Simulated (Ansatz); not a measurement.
Input file:

```
crystal:
  periodic: [false, false, false]
  atoms:
    - { symbol: Ge, position_ang: [0.0, 0.0, 0.0] }
    - { symbol: F, position_ang: [0.0, 0.0, 1.93] }
    - { symbol: H, position_ang: [1.4616, 0.0, -0.5162] }
    - { symbol: H, position_ang: [-0.73, 1.2648, -0.5162] }
    - { symbol: Cl, position_ang: [-1.0456, -1.8115, -0.7393] }
    - { symbol: Si, position_ang: [0.0, 0.0, 3.82] }
    - { symbol: H, position_ang: [-0.7436, -1.1581, 4.3074] }
    - { symbol: H, position_ang: [1.3747, -0.0649, 4.3074] }
    - { symbol: H, position_ang: [-0.6311, 1.223, 4.3074] }
magnetization:
  spin_polarized: true
  initial_magnetization: 1
basis:
  gaussian: { orbitals: def2-SVP }
hamiltonian:
  xc: b3lyp
relax:
  f_tol: 0.15
  max_steps: 25
  restrain:
    - { distance: [1, 5], at: 2.79, k: 30.0 }
    - { distance: [0, 1], at: 1.68, k: 30.0 }
output:
  orbitals: {}
```

Command:

```sh
ansatz run input.yaml --threads 4 --pin off --max-ram 5120MiB --backend cpu --events-out ev --progress --plain --runs-dir out
```

The fields are those of the run's last geometry, not of the input's.

Not at a stationary point (largest force 1.1 eV/Å).

The calculation used UKS B3LYP/def2-SVP (Ansatz).

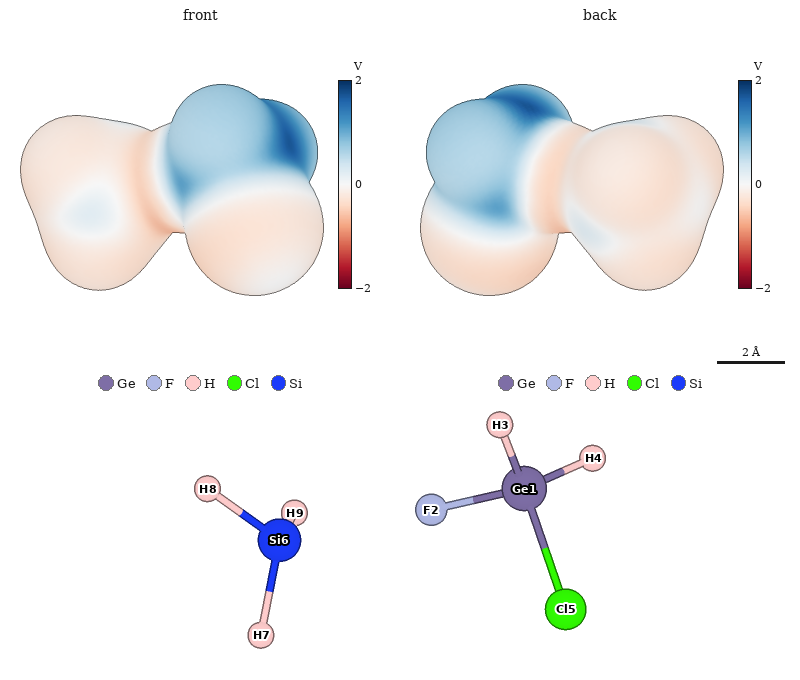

ClFGeH2···H3Si (doublet). The electrostatic potential painted on the density surface at 0.001 e/bohr³, seen from the front and from behind; the colour scale runs from red (negative) to blue (positive). The bare structure is drawn below in the same view.

Describe the electrostatic potential map.

The most negative region (about −0.6 V, or −14 kcal/mol for a unit charge) lies over the gap between the two molecules, near F2 and Si6, the most positive (about +1.7 V, or +39 kcal/mol for a unit charge) over Ge1.
